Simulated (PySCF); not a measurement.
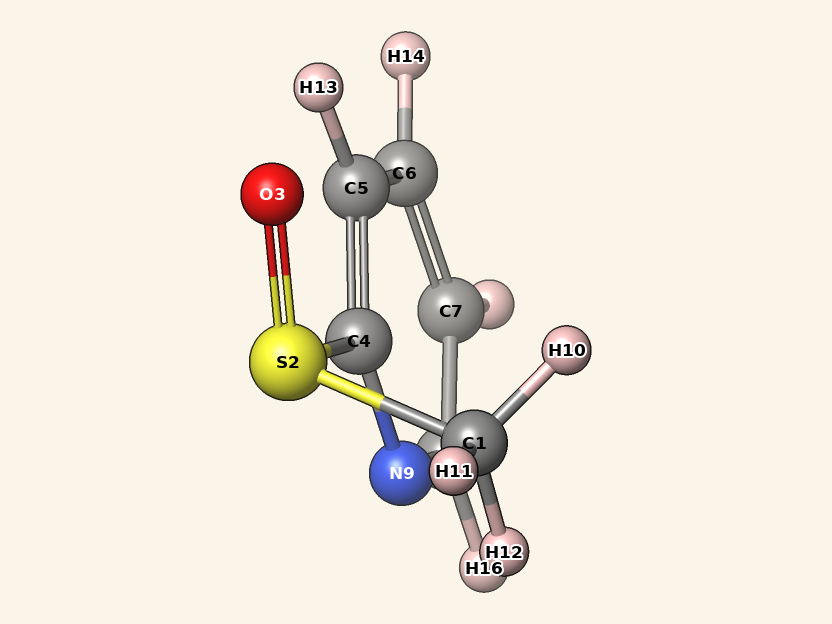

C4 lies behind S2. The molecule seen a little off the S2–C4 bond, S2 in front. Depth is shown by fading: the farther an atom, the more it takes the colour of the background. The computed structure is the end point of a PBE0-D3(BJ)/def2-SVP optimisation. No frequency run is at hand to confirm it as a minimum.

> What is the torsion angle O3–S2–C4–N9? The sign is positive where the front bond must turn clockwise to cover the back bond.

172°, antiperiplanar (anti).
